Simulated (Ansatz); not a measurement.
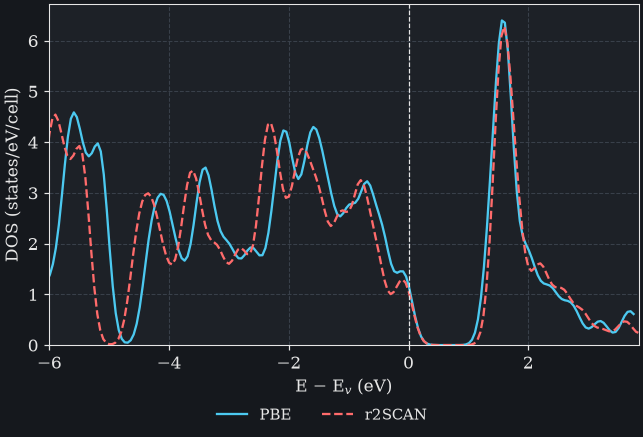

Total densities of states of PtSeO (slab), 3 atoms in the cell, 2H monolayer (Janus) type, hydrostatic strain −1.5%, by two methods on the same cell. The curves are built from the levels of the k mesh with Gaussians 0.3 eV wide, which also blur the band edges. Each is counted from its own valence-band top.

**What changes from one method to the other?**

PBE gives a gap of 1.32 eV and r2SCAN gives a gap of 1.44 eV.

Settings. PBE: DFT, PBE, plane waves, PAW, no spin polarisation, 12×12×1 k mesh, 420 eV cutoff, Fermi-Dirac smearing of 0.02 eV (Ansatz 0.2.0). r2SCAN: DFT, r2SCAN, plane waves, PAW, no spin polarisation, 12×12×1 k mesh, 500 eV cutoff (Ansatz).

The atoms aren't at rest in this cell (largest force 0.6 eV/Å), so the relaxed material can differ. Spin-orbit coupling is left out, which matters for Pt.
